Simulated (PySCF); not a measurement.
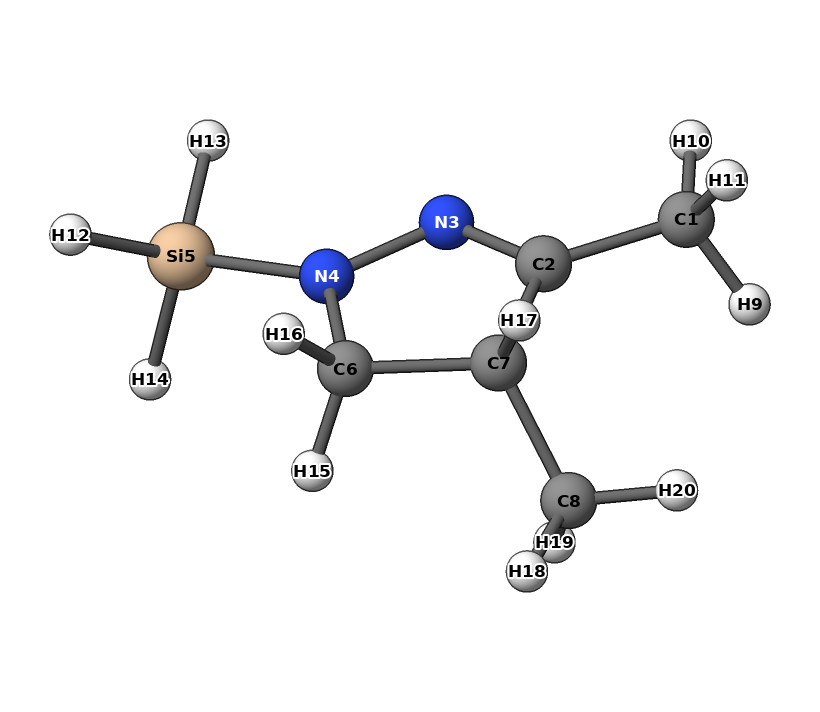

The questions are on Mulliken charges. The computed structure is the end point of a GFN2-xTB optimisation. No frequency run is at hand to confirm it as a minimum. Properties computed with PBE0/pcSseg-1, gas phase (PySCF 2.14.0).

List the Mulliken charges.

```tsv
atom	value (e)
C1	−0.16
C2	0.03
N3	−0.19
N4	−0.63
Si5	0.65
C6	0.16
C7	−0.44
C8	−0.21
H9	0.13
H10	0.13
H11	0.12
H12	−0.12
H13	−0.09
H14	−0.12
H15	0.12
H16	0.13
H17	0.13
H18	0.12
H19	0.12
H20	0.12
```

Mulliken values depend strongly on the basis set and can even reverse the polarity of a bond. The geometry is semi-empirical. Around Si such bond lengths and angles can be off by a tenth of an ångström or more and by several degrees, and values that hang on the shape move with them.
